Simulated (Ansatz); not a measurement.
**Ir5Pt (Ir (11-20), 3 layers): how the settings move a single-point run**

Question: which choices in the input matter for Ir5Pt (Ir (11-20), 3 layers)?

Method: reference: DFT, PBE, PAW with Ansatz's default frozen-core files, scalar-relativistic, in Ansatz 0.2.0.

### 1 The starting structure

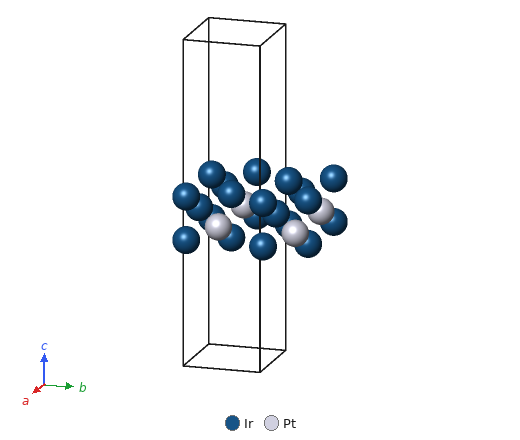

Start, viewed slightly off an axis; iridium blue, platinum light grey. 2×2×1 cells are drawn.

As a file:

```cif
data_structure
_symmetry_space_group_name_H-M 'Pmm2'
_symmetry_Int_Tables_number 25
_cell_length_a 4.4542
_cell_length_b 18.7487
_cell_length_c 4.7609
_cell_angle_alpha 90.000
_cell_angle_beta 90.000
_cell_angle_gamma 90.000
_cell_volume 397.58
loop_
_atom_site_label
_atom_site_type_symbol
_atom_site_symmetry_multiplicity
_atom_site_Wyckoff_symbol
_atom_site_fract_x
_atom_site_fract_y
_atom_site_fract_z
_atom_site_occupancy
Ir1 Ir 2 g 0.00000 0.06663 0.36949 1
Ir2 Ir 2 h 0.50000 0.06663 0.63051 1
Pt1 Pt 1 a 0.00000 0.00000 0.87281 1
Ir3 Ir 1 c 0.50000 0.00000 0.12719 1
```

### 2 Reference

File input.yaml:

```yaml
crystal:
  lattice:
    - [4.7608545807, 0.0, 0.0]
    - [0.0, 4.4541505768, 0.0]
    - [0.0, 0.0, 18.7487]
  atoms:
    - { symbol: Ir, position: [0.3694880858, 0.75, 0.4333704415] }
    - { symbol: Ir, position: [0.6305119142, 0.25, 0.4333704415] }
    - { symbol: Pt, position: [0.8728142312, 0.75, 0.5000000076] }
    - { symbol: Ir, position: [0.1271857688, 0.25, 0.5000000076] }
    - { symbol: Ir, position: [0.3694881045, 0.75, 0.566629551] }
    - { symbol: Ir, position: [0.6305118955, 0.25, 0.566629551] }
kpoints:
  mp_grid: { grid: [7, 8, 1] }
scf:
  occupations: { method: fermi_dirac, width: 0.08 }
hamiltonian:
  xc: pbe
  pseudopotentials: { kind: paw }
output:
  forces: true
  stress: true
  eigenvalues: true
efield:
  axis: 3
  amplitude: 0
  dipole_correction: true
```

Started as:

```console
> ansatz run input.yaml --threads 2 --pin off --max-ram 4096MiB --backend cpu --events-out ev --progress --plain --runs-dir out
```

From the output:

```text
[...]
Basis set: ecut = 420 eV, 7751 PW (Γ), exchange–correlation on 64×60×256 points (8 copies of the dense FFT grid, shifted against one another)
[...]
k-points: 20 of 56 (time reversal used)
[...]
SCF iter   1: F=—  HF=-72191.946614 eV  |F-HF|=—  |Δ(HF+E_count)|=         —  Δρ=7.86e-3  dr2=1.19e-1  ethr=1.77e-3  p=-0.000 e·Å  D=-1.08e-8 V/Å  ΔV_dip=0.00 eV  dr2_dipole=1.38e-8  V_vac-E_F(+/−)=5.11/5.11 eV  ⟨swp⟩=9.3  Hψ=5607  notcnv=0
[...]
preconditioner: auto → LDOS  [metal: Δε(μ)=0.028 eV  Ē_g=5.482 eV  σ=0.080 eV  W_gap=0.09  n_scr=80 (ndim 8)  ℏωp=13.8 eV  f_vac=0.681  D(μ)=11.21/eV (n_scr^D=84)  β→1.0]
SCF iter   2: F=—  HF=-72191.950121 eV  |F-HF|=—  |Δ(HF+E_count)|=   3.51e-3  Δρ=2.86e-3  dr2=2.23e-2  ethr=1.15e-4  p=-0.000 e·Å  D=-2.51e-5 V/Å  ΔV_dip=0.00 eV  dr2_dipole=9.59e-9  V_vac-E_F(+/−)=5.05/5.05 eV  ⟨swp⟩=3.5  Hψ=3113  notcnv=0  defer=5
[...]
SCF iter   8: F=—  HF=-72191.943987 eV  |F-HF|=—  |Δ(HF+E_count)|=   6.52e-7  Δρ=6.64e-6  dr2=2.94e-7  ethr=1.40e-9  p=-0.000 e·Å  D=-1.38e-7 V/Å  ΔV_dip=0.00 eV  dr2_dipole=1.20e-12  V_vac-E_F(+/−)=5.05/5.05 eV  ⟨swp⟩=2.0  Hψ=1805  notcnv=0  defer=4
SCF iter   9: F=-72191.943987 eV  HF=-72191.943987 eV  |F-HF|=2.95e-8  |Δ(HF+E_count)|=   2.12e-7  Δρ=2.23e-6  dr2=3.06e-8  ethr=9.71e-11  p=-0.000 e·Å  D=-2.16e-8 V/Å  ΔV_dip=0.00 eV  dr2_dipole=1.95e-13  V_vac-E_F(+/−)=5.05/5.05 eV  ⟨swp⟩=10.8  Hψ=5235  notc
[...]
SCF converged after 9 iterations
Free energy (F): -72191.943987 eV
[...]
E sigma→0 (E₀):  -72191.828422 eV
[...]
Fermi energy:    1.504694 eV
Dipole field:    D = 0.000000 V/Å  (p = 0.000001 e·Å, saw-weighted, corrected)
[...]
  P = ⅓ Tr σ = -0.0493 GPa (-0.493 kbar)
[...]
```

Run time: 9.1 s. Hardware: 2 threads of Intel Xeon 6975P-C (Granite Rapids), shared host; peak memory 0.81 GiB.

### 3 Changing settings: mixing.algorithm msr1, mixing.beta 0.7, mixing.ndim 2, ecutwfc 250 eV, xc_grid 3

Edit input.yaml of step 2 so:

```diff
@@ -16,2 +16,3 @@
   occupations: { method: fermi_dirac, width: 0.08 }
+  mixing: { algorithm: msr1, beta: 0.7, ndim: 2 }
 hamiltonian:
@@ -23,2 +24,6 @@
   eigenvalues: true
+  write_density: true
+  write_potential: true
+  elf: true
+  volumetric_format: npy
 efield:
@@ -27 +32,4 @@
   dipole_correction: true
+basis:
+  ecutwfc: "250 eV"
+  xc_grid: 3
```

Started as:

```console
> ansatz run input.yaml --threads 2 --pin off --max-ram 4096MiB --backend cpu --events-out ev --progress --plain --runs-dir out
```

What it wrote:

```text
Warning: basis.ecutwfc = 250 eV is below the records' recommended 420 eV, and the density's cutoff is lower with it unless basis.ecutrho_ratio is high enough to keep the records' density cutoff: compare with a run at a higher cutoff
Engine: ansatz 0.2.0
Pseudopotentials: kind: paw
Pseudopotential: Ir, paw, valence charge 17, recommended cutoff 420 eV (normal)
Pseudopotential: Pt, paw, valence charge 18, recommended cutoff 420 eV (normal)
Functional definition: PBE
  parameter kappa = 0.804
  parameter beta = 0.06672455060314922
  exchange = pbe_x(kappa = kappa, mu = beta*pi^2/3)
  correlation = pbe_c(beta = beta)
Crystal: 6 atoms, lattice volume = 397.577 Å³
Basis set: ecut = 250 eV, 3587 PW (Γ), exchange–correlation on 75×72×300 points (27 copies of the dense FFT grid, shifted against one another)
Bands: 62, of which v1, the nominal top of the filled ones, is band 52 counted from 1 (51 counted from 0)
Symmetry: 2 space group operations
k-points: 20 of 56 (time reversal used)
Non-local potential: Ir, projectors of the file, l = 0: 3, l = 1: 2, l = 2: 2, l = 3: 1
Non-local potential: Pt, projectors of the file, l = 0: 3, l = 1: 2, l = 2: 2, l = 3: 1
PAW form: soft (Blöchl's): semilocal exchange-correlation on the pseudo side does not see the compensation charge
PAW one-centre angular grid: Ir, 590 points (default); XC on 64 Gauss nodes
PAW one-centre angular grid: Pt, 590 points (default); XC on 64 Gauss nodes
Initial density: superposition of atomic densities (neutral atoms: chi_scale 0, normalization atom), corrected by the library's trained network
Initial wavefunctions: pseudopotential atomic-orbital guess
Functional: x = pbe(κ = 0.804, μ = 0.2195149727645171), c = pbe(β = 0.06672455060314922)
SCF iter   1: F=—  HF=-72182.342977 eV  |F-HF|=—  |Δ(HF+E_count)|=         —  Δρ=2.24e-2  dr2=8.76e-1  ethr=1.77e-3  p=-0.000 e·Å  D=-1.08e-8 V/Å  ΔV_dip=0.00 eV  dr2_dipole=3.98e-7  V_vac-E_F(+/−)=4.95/4.96 eV  ⟨swp⟩=9.3  Hψ=5540  notcnv=0
efield: sawtooth ramp at fractional position 0.9500 (placed from the atoms, in the widest stretch of the axis that holds none; the zero of the levels goes with the place), width 0.1000; the density the first Hamiltonian is built on has a dipole p = -0.000 e·Å; the dipole correction subtracts the counter field D = -1.08e-8 V/Å, which shifts the + side's vacuum level by +0.00 eV against the − side's; the planar-averaged density in the ramp window peaks in size at 4.4e-5 e/Å³
preconditioner: auto → LDOS  [metal: Δε(μ)=0.007 eV  Ē_g=5.498 eV  σ=0.080 eV  W_gap=0.02  n_scr=80 (ndim 2)  ℏωp=13.8 eV  f_vac=0.681  D(μ)=11.38/eV (n_scr^D=84)  β=0.7 kept]
SCF iter   2: F=—  HF=-72182.079152 eV  |F-HF|=—  |Δ(HF+E_count)|=   2.64e-1  Δρ=6.18e-3  dr2=8.34e-2  ethr=8.51e-4  p=-0.000 e·Å  D=-1.06e-5 V/Å  ΔV_dip=0.00 eV  dr2_dipole=6.52e-8  V_vac-E_F(+/−)=5.10/5.10 eV  ⟨swp⟩=2.5  Hψ=2667  notcnv=0  defer=5
SCF iter   3: F=—  HF=-72182.075271 eV  |F-HF|=—  |Δ(HF+E_count)|=   3.88e-3  Δρ=1.91e-3  dr2=4.60e-3  ethr=8.09e-5  p=-0.000 e·Å  D=-1.80e-6 V/Å  ΔV_dip=0.00 eV  dr2_dipole=2.06e-8  V_vac-E_F(+/−)=5.07/5.07 eV  ⟨swp⟩=3.0  Hψ=2786  notcnv=0  defer=5
SCF iter   4: F=—  HF=-72182.076508 eV  |F-HF|=—  |Δ(HF+E_count)|=   1.24e-3  Δρ=5.54e-4  dr2=7.01e-4  ethr=4.47e-6  p=-0.000 e·Å  D=-1.70e-6 V/Å  ΔV_dip=0.00 eV  dr2_dipole=4.43e-9  V_vac-E_F(+/−)=5.09/5.09 eV  ⟨swp⟩=3.0  Hψ=2510  notcnv=0  defer=5
SCF iter   5: F=—  HF=-72182.076783 eV  |F-HF|=—  |Δ(HF+E_count)|=   2.75e-4  Δρ=2.20e-4  dr2=2.80e-4  ethr=6.81e-7  p=-0.000 e·Å  D=-1.59e-7 V/Å  ΔV_dip=0.00 eV  dr2_dipole=5.24e-10  V_vac-E_F(+/−)=5.09/5.09 eV  ⟨swp⟩=2.6  Hψ=2324  notcnv=0  defer=5
SCF iter   6: F=—  HF=-72182.076744 eV  |F-HF|=—  |Δ(HF+E_count)|=   3.94e-5  Δρ=9.18e-5  dr2=4.86e-5  ethr=2.72e-7  p=-0.000 e·Å  D=-7.65e-7 V/Å  ΔV_dip=0.00 eV  dr2_dipole=3.81e-10  V_vac-E_F(+/−)=5.09/5.09 eV  ⟨swp⟩=2.2  Hψ=1835  notcnv=0  defer=5
SCF iter   7: F=—  HF=-72182.076767 eV  |F-HF|=—  |Δ(HF+E_count)|=   2.31e-5  Δρ=4.45e-5  dr2=1.87e-5  ethr=4.72e-8  p=-0.000 e·Å  D=-3.03e-7 V/Å  ΔV_dip=0.00 eV  dr2_dipole=6.60e-11  V_vac-E_F(+/−)=5.09/5.09 eV  ⟨swp⟩=2.1  Hψ=1819  notcnv=0  defer=5
SCF iter   8: F=—  HF=-72182.076756 eV  |F-HF|=—  |Δ(HF+E_count)|=   1.12e-5  Δρ=2.98e-5  dr2=7.30e-6  ethr=1.81e-8  p=-0.000 e·Å  D=-2.99e-7 V/Å  ΔV_dip=0.00 eV  dr2_dipole=2.44e-11  V_vac-E_F(+/−)=5.09/5.10 eV  ⟨swp⟩=2.0  Hψ=1858  notcnv=0  defer=5
SCF iter   9: F=—  HF=-72182.076754 eV  |F-HF|=—  |Δ(HF+E_count)|=   1.86e-6  Δρ=1.63e-5  dr2=2.42e-6  ethr=7.08e-9  p=-0.000 e·Å  D=-1.52e-7 V/Å  ΔV_dip=0.00 eV  dr2_dipole=6.63e-12  V_vac-E_F(+/−)=5.09/5.10 eV  ⟨swp⟩=3.5  Hψ=2806  notcnv=0  defer=5
SCF iter  10: F=—  HF=-72182.076755 eV  |F-HF|=—  |Δ(HF+E_count)|=   1.36e-6  Δρ=9.15e-6  dr2=7.73e-7  ethr=2.35e-9  p=-0.000 e·Å  D=-1.06e-7 V/Å  ΔV_dip=0.00 eV  dr2_dipole=2.41e-12  V_vac-E_F(+/−)=5.10/5.10 eV  ⟨swp⟩=2.2  Hψ=1699  notcnv=0  defer=5
SCF iter  11: F=—  HF=-72182.076758 eV  |F-HF|=—  |Δ(HF+E_count)|=   2.44e-6  Δρ=6.88e-6  dr2=3.72e-7  ethr=7.51e-10  p=-0.000 e·Å  D=-5.62e-8 V/Å  ΔV_dip=0.00 eV  dr2_dipole=4.38e-13  V_vac-E_F(+/−)=5.10/5.10 eV  ⟨swp⟩=2.8  Hψ=2553  notcnv=0  defer=5
SCF iter  12: F=—  HF=-72182.076759 eV  |F-HF|=—  |Δ(HF+E_count)|=   1.09e-6  Δρ=3.59e-6  dr2=1.20e-7  ethr=3.62e-10  p=-0.000 e·Å  D=-4.25e-8 V/Å  ΔV_dip=0.00 eV  dr2_dipole=2.07e-13  V_vac-E_F(+/−)=5.10/5.10 eV  ⟨swp⟩=3.5  Hψ=2919  notcnv=0  defer=5
SCF iter  13: F=-72182.076759 eV  HF=-72182.076759 eV  |F-HF|=3.12e-7  |Δ(HF+E_count)|=   1.92e-7  Δρ=2.09e-6  dr2=3.83e-8  ethr=9.71e-11  p=-0.000 e·Å  D=-3.50e-8 V/Å  ΔV_dip=0.00 eV  dr2_dipole=1.05e-13  V_vac-E_F(+/−)=5.10/5.10 eV  ⟨swp⟩=14.7  Hψ=9357  notcnv=0
WARN: efield: at this solve's end the planar-averaged density reaches 2.51e-5 e/Å³ inside the ramp window [0.8967, 0.1033] (bound 1e-5 e/Å³); by the running means of the window's planes the mean density over a ramp is at most 1.35e-5 e/Å³, which is held to the bound (the quickstart, § The vacuum guard, A window that rings); the window's nearer edge stands 6.19 Å from this solve's nearest atom along the axis. Its work functions, free energy, forces, stress, dipole, levels and responses can be off, and this figure does not tell by how much. A short vacuum, a low `basis.ecutwfc` or `basis.ecutrho_ratio` and negative occupations (`scf.occupations.method`) can put density there. See the manual's quickstart, § The vacuum guard
SCF 1 converged in 13 iterations: F = -72182.076759 eV  dr2 = 3.83e-8
WARN: The output density's exchange-correlation potential varies sharply where the density is thin. Do not read a vacuum level from v_tot or v_xc, or from such a field of the output density. On a cell that repeats whose density bears no net charge and no dipole along the vacuum's axis use v_es (v_loc + v_h of the components); under efield.dipole_correction with no amplitude use v_es + v_field, which holds any external_charges[].barrier, or the levels of the report's work_function block, which leave it out; under a non-zero efield.amplitude the vacuum is tilted and has no level; on a cell that repeats and bears such a dipole with no correction it is tilted too, and efield.dipole_correction with no amplitude gives each side of its ramp a level where efield: is served; in a cell that repeats whose density bears a net charge (total_charge, or a fill off its count) it is curved and has none; of a slab under crystal.periodic whose density bears no net charge use v_es, which has a level on each side, short of where the two are joined; of another it falls or rises all the way out and has none; of a slab beside external_charges read slab_vacuum_level instead, which it has where they leave it neutral. The grid or the basis barely resolves most such structure, and the values can differ between equally converged runs; as a rule a tighter scf.convergence.dr2_threshold does not remove it. Where the density itself ripples (under the LDA too) a higher basis.ecutwfc lessens it. The files hold the spikes' plane waves up to the density's cutoff. Files: v_tot_of_output_density and the like, and their columns of v_z.tsv (output.write_potential); v_xc_of_output_density and the like, and their columns of v_comp_z.tsv (output.write_potential_components). Measured: with its Gaussian average of σ = 0.25 Å subtracted twice, the exchange-correlation potential is over 0.1 eV at 25549 of the grid points where the equally averaged density (valence and model cores) is under 1e-3 e/Å³, and 1.79 eV at the most among them, at an averaged density of 1.1e-5 e/Å³. The input density's (outcome.potential() and, of a run that writes arrays, v_tot and v_xc) is over 0.1 eV, so measured, at 25302 points of its own thin density, 1.74 eV at the most. See output.write_potential in the manual, Limitations
SCF converged after 13 iterations
Free energy (F): -72182.076759 eV
Harris-Foulkes:  -72182.076759 eV  (|F-HF|=3.12e-7)
Internal energy: -72181.843452 eV  (E = F + TS)
E sigma→0 (E₀):  -72181.960106 eV
Entropy (-TS):   -0.233308 eV (-38.885 meV/atom)
Fermi energy:    1.481394 eV
Dipole field:    D = 0.000000 V/Å  (p = 0.000001 e·Å, saw-weighted, corrected)
Work function:   Φ+ = 5.0954 eV   Φ− = 5.0965 eV
Levels:          The Fermi level and band energies are counted from a zero that moves with the ramp; work functions are not
Vacuum region:   at the solve's end the planar-averaged density reaches 2.51e-5 e/Å³ inside the ramp window [0.8967, 0.1033] (bound 1e-5 e/Å³); by the running means of the window's planes the mean density over a ramp is at most 1.35e-5 e/Å³, which is held to the bound (the quickstart, § The vacuum guard, A window that rings)
--- Per-component energies (eV) ---
  E_band       = -2964.509405
  E_kinetic    = 3770.574368
  E_local      = -98192.194787  (includes V_loc(G=0)·N_el)
  E_nonlocal   = 529.512345
  E_hartree    = 47077.858318
  E_xc         = -1597.611781
  E_vxc        = -1797.646331  (∫ρ·V_xc dr)
  E_paw        = -55554.083180  (= ΣΔE_a)
  E_vpaw       = -1430.484232  (= ΣTr[D̂ρ^β])
  E_aug_tail   = 0.011358  (compensation charges beyond the density's cutoff)
  E_efield     = 0.000000  (sawtooth field / dipole correction)
  E_vefield    = -0.000000  (∫n·V_field dr)
  E_ewald      = 31784.089907
  E_smearing   = -0.233308  (= −TS)
  E_closure    = 0.000000  (closes the sum)
  Σ components = -72182.076759   (vs F -72182.076759, Δ=0.00e0)
--- Forces (eV/Å), atoms counted from 1 ---
  atom   1  Ir    -0.02206015     0.00000000    -0.28548080
  atom   2  Ir    -0.15213619     0.00000000    -0.36483688
  atom   3  Pt    -0.22395147     0.00000000    -0.00000068
  atom   4  Ir     0.57234443     0.00000000    -0.00000085
  atom   5  Ir    -0.02206126     0.00000000     0.28548137
  atom   6  Ir    -0.15213521     0.00000000     0.36483737
  max |Σ_I F_I| component: 4.66e-7 eV/Å
--- Stress (GPa, compression-positive) ---
        1.212125       0.000000      -0.000000
        0.000000       1.594944       0.000000
       -0.000000       0.000000       0.569508
  P = ⅓ Tr σ = 1.1255 GPa (11.255 kbar)
--- Band table (eV; the first three rows and the last of 20) ---
  k-point 0: bands = ["-97.9725", "-91.4969", "-91.3861", "-91.3574", "-91.3212", "-91.2893", "-52.0761", "-52.0680", "-51.6995", "-48.4297", "-48.3821", "-48.2843", "-48.2300", "-48.1244", "-48.1220", "-47.9892", "-47.8715", "-47.8411", "-47.7774", "-47.7708", "-47.7648", "-47.7201", "-47.6686", "-47.5629", "-7.5864", "-5.1520", "-4.5248", "-3.9796", "-3.8329", "-3.5596", "-3.5448", "-3.3989", "-3.2208", "-2.8485", "-2.8323", "-2.2736", "-1.9196", "-1.7168", "-1.2847", "-1.2735", "-1.1270", "-1.0671", "-0.9466", "-0.8715", "-0.6315", "-0.3474", "-0.0213", "0.3616", "0.7552", "0.7747", "1.1423", "1.4089", "1.4732", "2.2853", "2.4518", "2.5893", "3.3640", "3.6222", "5.3857", "6.0801", "6.2626", "6.4517"]
  k-point 1: bands = ["-97.9723", "-91.4967", "-91.3849", "-91.3560", "-91.3225", "-91.2906", "-52.0757", "-52.0661", "-51.6983", "-48.4444", "-48.3463", "-48.2807", "-48.2264", "-48.1534", "-48.0971", "-47.9960", "-47.8909", "-47.8314", "-47.8005", "-47.7576", "-47.7570", "-47.7124", "-47.6597", "-47.5636", "-7.4190", "-5.1855", "-4.4877", "-4.0397", "-3.9164", "-3.8288", "-3.6665", "-3.4494", "-3.1024", "-2.9075", "-2.4930", "-2.4054", "-1.9481", "-1.8194", "-1.3396", "-1.2740", "-1.2099", "-0.9959", "-0.8849", "-0.5466", "-0.4801", "-0.1100", "0.0745", "0.4896", "0.7126", "0.8461", "1.1581", "1.3722", "1.6496", "2.1772", "2.2640", "2.2868", "2.8191", "3.6149", "5.4412", "6.0614", "6.3779", "6.4766"]
  k-point 2: bands = ["-97.9716", "-91.4962", "-91.3815", "-91.3525", "-91.3257", "-91.2939", "-52.0685", "-52.0606", "-51.6949", "-48.4528", "-48.2790", "-48.2480", "-48.2311", "-48.1710", "-48.0682", "-48.0199", "-47.9369", "-47.8341", "-47.8016", "-47.7412", "-47.7315", "-47.6994", "-47.6383", "-47.5580", "-6.9431", "-5.2834", "-4.6747", "-4.5382", "-4.0329", "-3.7678", "-3.4960", "-3.2331", "-3.0192", "-2.9887", "-2.5696", "-2.3946", "-2.2516", "-1.6386", "-1.4135", "-1.3494", "-1.2987", "-1.0221", "-0.8832", "-0.2860", "-0.1966", "0.1178", "0.3855", "0.8336", "1.0345", "1.1322", "1.2102", "1.3334", "1.6333", "1.8467", "1.8735", "1.8931", "2.2686", "3.9950", "5.4130", "5.6106", "5.8326", "6.7150"]
  k-point 19: bands = ["-97.9724", "-91.4934", "-91.3789", "-91.3474", "-91.3316", "-91.2999", "-52.0729", "-52.0644", "-51.7034", "-48.4106", "-48.2700", "-48.2242", "-48.2040", "-48.1333", "-48.1325", "-48.0725", "-48.0557", "-47.8511", "-47.7858", "-47.7771", "-47.7340", "-47.7336", "-47.6162", "-47.5745", "-5.4930", "-5.4742", "-4.7341", "-4.7043", "-4.1552", "-4.1270", "-4.0788", "-3.9479", "-3.3240", "-3.1435", "-2.8647", "-2.8416", "-1.9167", "-1.7858", "-1.2614", "-1.0453", "-0.6349", "-0.6112", "-0.5148", "-0.4390", "-0.2786", "0.1144", "1.1592", "1.1804", "1.2849", "1.5634", "1.5810", "1.7039", "1.8989", "1.9479", "2.0738", "2.0836", "2.9357", "2.9447", "3.4779", "3.7586", "5.7918", "5.8294"]
```

Run time: 9.1 s. Hardware: 2 threads of Intel Xeon 6975P-C (Granite Rapids), shared host; peak memory 0.59 GiB.

Changing the mixing, cutoff and numerical grids moves the energy by +1.64 eV/atom, and the largest force goes from 0.61 to 0.57 eV/Å. Mixing only sets the path, so the shift comes from the other change. The log warns that the cutoff is under what these potentials recommend, so the shift holds truncation error. The variant is not converged in its settings.

### 4 Comparison

| run | ending | energy change | gap (eV) | force (eV/Å) | cycles | time |
| --- | --- | --- | --- | --- | --- | --- |
| reference | converged | 0 | 0.00 | 0.61 | 9 | 9.1 s |
| 1: mixing.algorithm msr1, mixing.beta 0.7, mixing.ndim 2, ecutwfc 250 eV, xc_grid 3 | converged | +1.64 eV/atom | 0.00 | 0.57 | 13 | 9.1 s |

Times don't compare one to one where runs were asked for different outputs or read a saved state (see the inputs); cycles may leave out searches for a lower state.

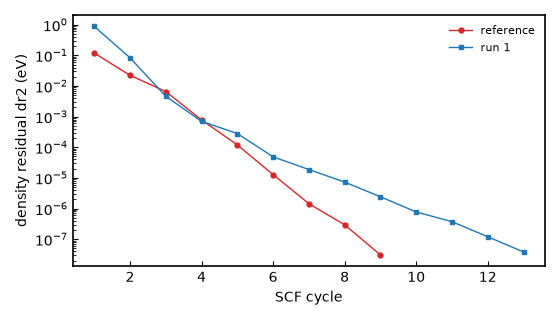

Residual by cycle in the longest SCF loop of each run; runs are numbered as in the table.

**Reading.** Changing the mixing, cutoff and numerical grids moves the energy by +1.64 eV/atom, and the largest force goes from 0.61 to 0.57 eV/Å. Mixing only sets the path, so the shift comes from the other change. The log warns that the cutoff is under what these potentials recommend, so the shift holds truncation error. Run 1 ran under the cutoff that the potentials recommend, as the log warns, so basis error is mixed into its values.
